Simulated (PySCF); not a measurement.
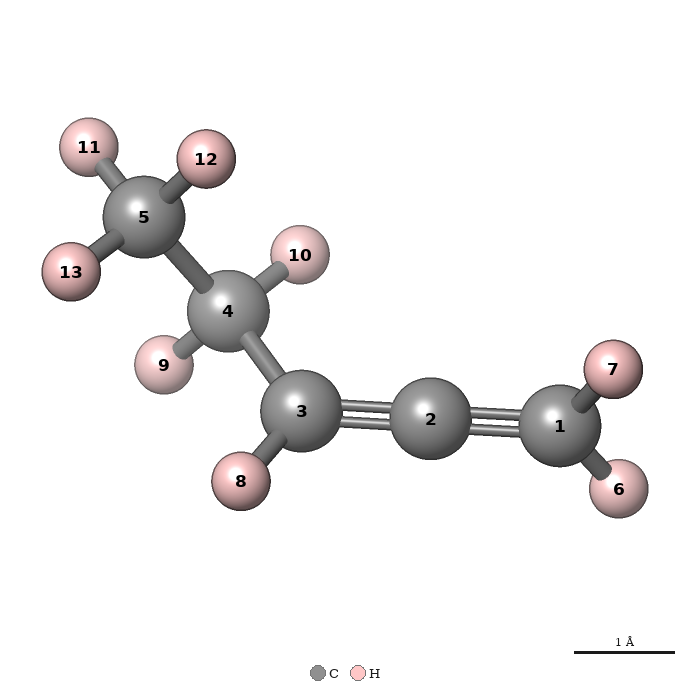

Orthographic view. Atoms fade into the background with distance from the viewer. The computed structure is the end point of a PBE0-D3(BJ)/def2-SVP optimisation. No frequency run is at hand to confirm it as a minimum.

Write a MOL file (V2000) with the atoms in numerical order, bonds sorted by atom number with the orders drawn, and coordinates in the frame of the picture: x right, y up, z towards the viewer, origin at the mean position.

```
C5H8
                    3D

 13 12  0  0  0  0  0  0  0  0999 V2000
    2.5700   -0.9400    0.3600 C   0  0  0  0  0  0  0  0  0  0  0  0
    1.2700   -0.8700    0.2500 C   0  0  0  0  0  0  0  0  0  0  0  0
   -0.0400   -0.7900    0.1300 C   0  0  0  0  0  0  0  0  0  0  0  0
   -0.7800    0.2100   -0.7100 C   0  0  0  0  0  0  0  0  0  0  0  0
   -1.6300    1.1600    0.1300 C   0  0  0  0  0  0  0  0  0  0  0  0
    3.1600   -1.5800   -0.3100 H   0  0  0  0  0  0  0  0  0  0  0  0
    3.1100   -0.3700    1.1300 H   0  0  0  0  0  0  0  0  0  0  0  0
   -0.6500   -1.5000    0.7100 H   0  0  0  0  0  0  0  0  0  0  0  0
   -1.4200   -0.3300   -1.4200 H   0  0  0  0  0  0  0  0  0  0  0  0
   -0.0500    0.7800   -1.3100 H   0  0  0  0  0  0  0  0  0  0  0  0
   -2.1800    1.8700   -0.5100 H   0  0  0  0  0  0  0  0  0  0  0  0
   -1.0000    1.7500    0.8200 H   0  0  0  0  0  0  0  0  0  0  0  0
   -2.3600    0.6100    0.7400 H   0  0  0  0  0  0  0  0  0  0  0  0
  1  2  2  0
  1  6  1  0
  1  7  1  0
  2  3  2  0
  3  4  1  0
  3  8  1  0
  4  5  1  0
  4  9  1  0
  4 10  1  0
  5 11  1  0
  5 12  1  0
  5 13  1  0
M  END
```
